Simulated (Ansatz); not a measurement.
The figure comes from a scan of CsSnI₃ (cubic perovskite): one Sn atom of a 5-atom cell moves by s along Cartesian z, with its periodic images. These are PBE (plane waves to 420 eV, PAW, scalar-relativistic; Ansatz, an electronic-structure program) values and carry that method's errors. k mesh 5×5×5 (Γ-centred), Fermi-Dirac smearing 0.05 eV. E stands for the smeared free energy. CsSnI3 was relaxed with its symmetry unable to fall. Spin-orbit coupling is left out, though I is heavy. This is a high-temperature form of CsSnI3. The zero of ΔE is the undisplaced structure.

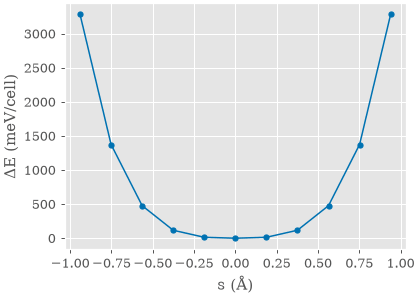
ΔE (meV/cell) against s (Å); markers are the computed points, lines only join them.

Problem. Read the plotted values off the figure, to the accuracy that the plot allows.

Solution. To the nearest 50:

```tsv
s (Å)	ΔE (meV/cell)
-0.940	3300
-0.752	1350
-0.564	500
-0.376	100
-0.188	0
0.000	0
0.188	0
0.376	100
0.564	500
0.752	1350
0.940	3300
```

(A displaced cell: forces are minus the slopes of the energy, force constants its curvatures, and phonons follow from these.)
